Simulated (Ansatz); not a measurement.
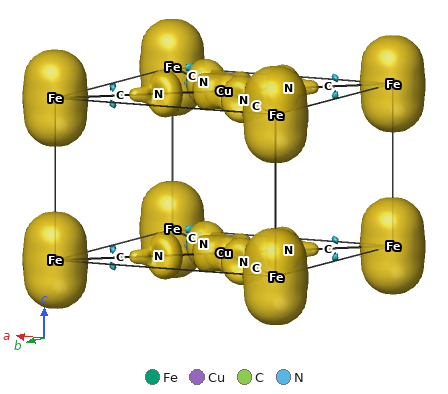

*FeCuC₄N₄. Isosurfaces of the spin density (up minus down) at +0.04 (yellow) and −0.04 e/Å³ (cyan), seen at an oblique angle. Sticks mark near contacts.*

Space group P4/mmm; a structure generated by program, which may or may not match a known phase; spin-polarised.

Theory: DFT PBE, scalar-relativistic, plane waves, PAW (Ansatz).

Core electrons are frozen (PAW), and the valence fields are smoothed inside the atomic spheres.

```
Fe Cu C N
1.0
     7.08552    0.00000    0.00000
     0.00000    7.08552    0.00000
     0.00000    0.00000    4.65052
Fe Cu C N
1 1 4 4
Direct
  0.00000 0.00000 0.00000
  0.50000 0.50000 0.00000
  0.19024 0.80976 0.00000
  0.80976 0.19024 0.00000
  0.19024 0.19024 0.00000
  0.80976 0.80976 0.00000
  0.30689 0.69311 0.00000
  0.69311 0.30689 0.00000
  0.30689 0.30689 0.00000
  0.69311 0.69311 0.00000
```

Q: Which atoms carry the moments, and with what signs?

A: The spin density sits on Fe: +1.7 μB; Cu: +0.7 μB in one cell of 10 atoms, with smaller moments on other sites: N (up to +0.05 μB): parallel main moments (a ferromagnetic arrangement) in this solution. The cell of the calculation (10 atoms) carries 3.0 μB of net spin moment.
